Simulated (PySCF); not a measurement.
**C5H5N2Si (doublet): density, localisation and related maps**

```json
{"atom": "N", "x (Å)": "-3.7682", "y (Å)": "-0.0645", "z (Å)": "1.1477"}
{"atom": "C", "x (Å)": "-2.8578", "y (Å)": "-0.2843", "z (Å)": "0.4888"}
{"atom": "Si", "x (Å)": "-1.3810", "y (Å)": "-0.6594", "z (Å)": "-0.5889"}
{"atom": "C", "x (Å)": "0.1112", "y (Å)": "0.0039", "z (Å)": "0.3798"}
{"atom": "C", "x (Å)": "0.5955", "y (Å)": "1.3479", "z (Å)": "0.1432"}
{"atom": "C", "x (Å)": "1.3901", "y (Å)": "0.2566", "z (Å)": "-0.4423"}
{"atom": "C", "x (Å)": "2.6476", "y (Å)": "-0.0567", "z (Å)": "0.1378"}
{"atom": "N", "x (Å)": "3.6508", "y (Å)": "-0.3028", "z (Å)": "0.6343"}
{"atom": "H", "x (Å)": "-1.2879", "y (Å)": "-2.1120", "z (Å)": "-0.7401"}
{"atom": "H", "x (Å)": "-1.5383", "y (Å)": "0.0645", "z (Å)": "-1.8495"}
{"atom": "H", "x (Å)": "0.2209", "y (Å)": "-0.4102", "z (Å)": "1.3815"}
{"atom": "H", "x (Å)": "0.8657", "y (Å)": "2.1440", "z (Å)": "0.8021"}
{"atom": "H", "x (Å)": "1.3471", "y (Å)": "0.0735", "z (Å)": "-1.5122"}
```

Geometry: GFN2-xTB.

All numbers below come from UKS B3LYP, pcH-1 on C H N Si, non-relativistic, mean-field spin-orbit, GIAO (PySCF).

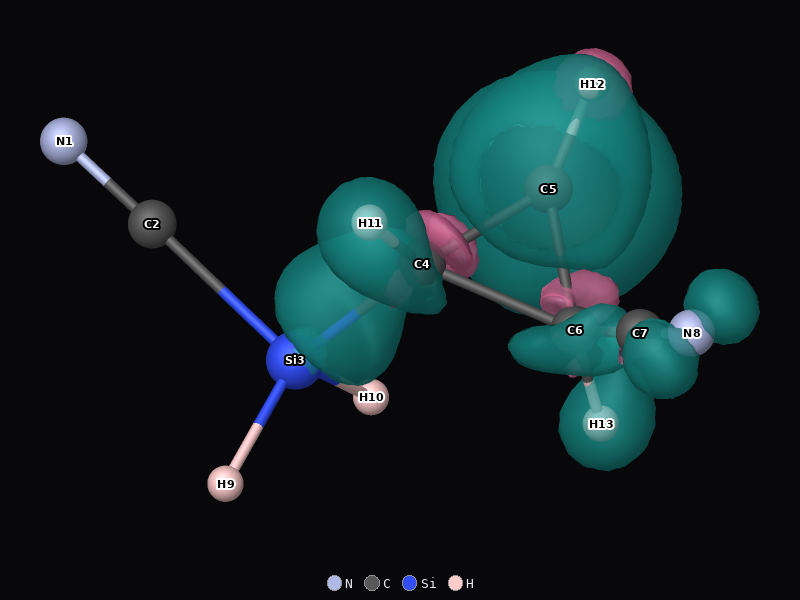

Figure 1. Isosurfaces of the spin density at +0.015 (teal) and −0.015 e/Å³ (pink), seen at a tilt.

Which atoms carry the spin?

Answer. The unpaired spin (1 electron) lies mostly on C5 (about 0.7), in electrons by Hirshfeld's partition.

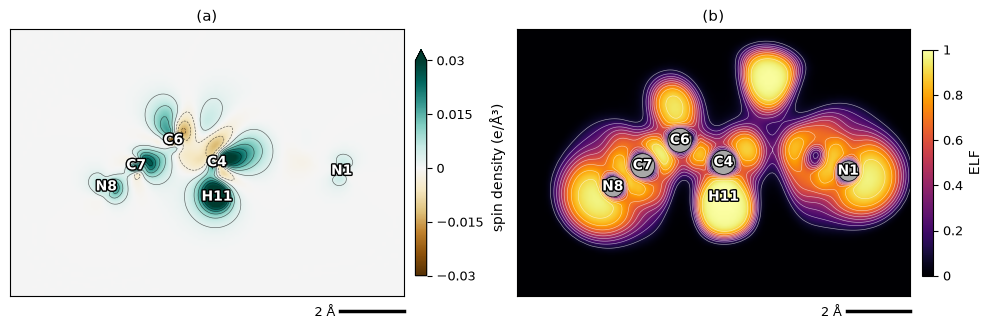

Figure 2. (a) spin density; (b) ELF on the plane of atoms C6, C4 and H11. Grey discs cover the atomic cores in the ELF map.

Interpret the plot.

Answer. The section cuts through N, C and H sites. C–N (1.15 Å): the ELF peaks at about 0.85 between the atoms (a short, multiple covalent bond). C–C (1.42 Å): the ELF peaks at about 0.95 between the atoms (localised, covalent bonding). C–H (1.09 Å): the ELF climbs to about 1 towards the hydrogen, as it does in any bond to H (an ordinary covalent bond to hydrogen). C–C (1.54 Å): the ELF peaks at about 0.85 between the atoms, as expected for localised, covalent bonding. The ELF also peaks beside N8 and N1, away from the bonds: non-bonding electrons, paired or unpaired.

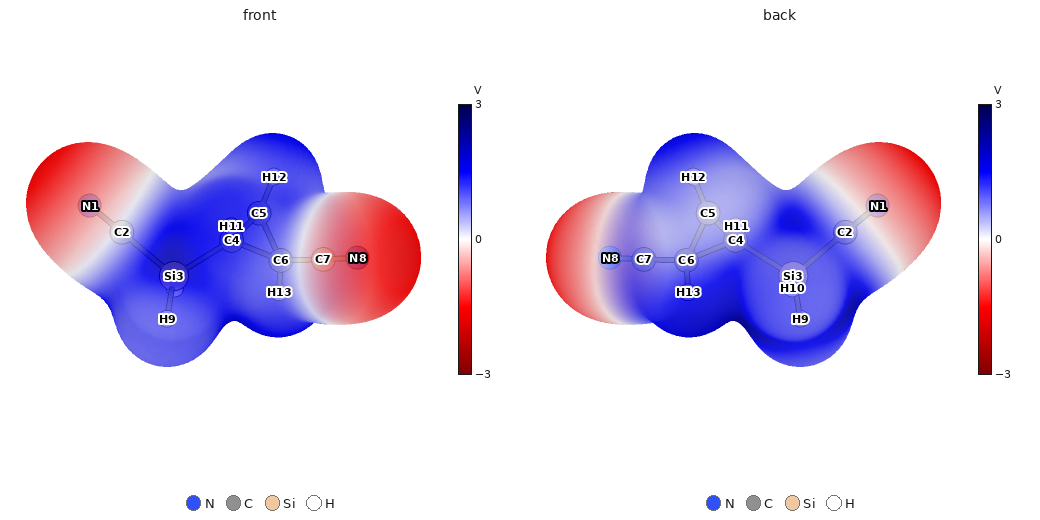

Figure 3. The molecular electrostatic potential painted on the density surface at 0.002 e/bohr³, seen from the front and from behind; the colour scale runs from red (negative) to blue (positive).

Describe the electrostatic potential map.

Answer. The most negative region (about −1.7 V) lies over N8, the most positive (about +2.3 V) over Si3. N8 is the likeliest acceptor of a hydrogen bond.
